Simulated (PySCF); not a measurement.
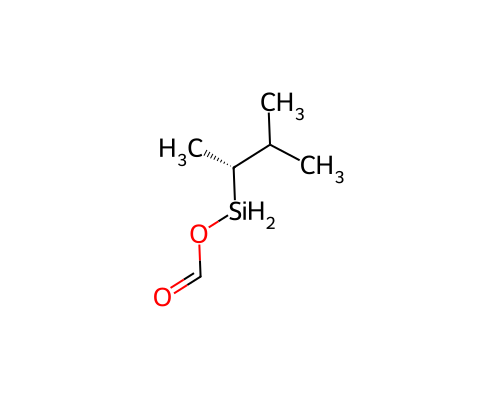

The computed structure is the end point of a GFN2-xTB optimisation. No frequency run is at hand to confirm it as a minimum. Method: PBE0/pcSseg-1, gas phase (PySCF 2.14.0).

What does the calculation give?

The species is C6H14O2Si (`CC(C)[C@@H](C)[SiH2]OC=O`).
- dipole moment: 1.78 D
- HOMO energy (Kohn–Sham orbital): −8.18 eV
- LUMO energy (Kohn–Sham orbital): −0.04 eV
- HOMO–LUMO gap: 8.14 eV

The geometry is semi-empirical. Around Si such bond lengths and angles can be off by a tenth of an ångström or more and by several degrees, and values that hang on the shape move with them.
